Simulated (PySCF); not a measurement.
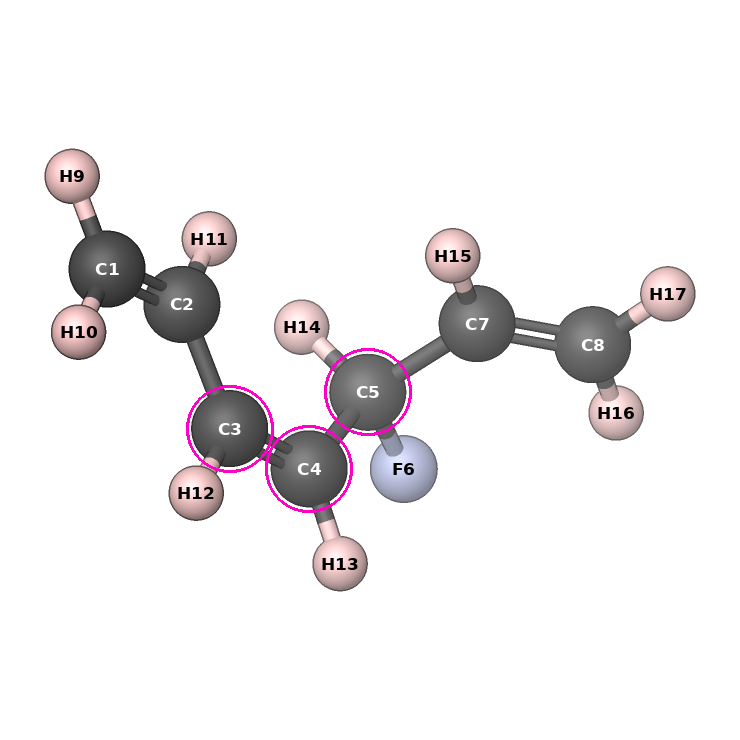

Depth is shown by fading: the farther an atom, the more it takes the colour of the background. Circles mark the stereogenic atoms. Computed geometry: GFN2-xTB optimisation. No frequency run is at hand to confirm it as a minimum.

What are the Cahn–Ingold–Prelog descriptors?

Answer. C5: R (priorities F6 > C4 > C7 > H14); C3=C4: Z.

Give a SMILES with the stereochemistry.

Answer. C=C/C=C\[C@H](F)C=C
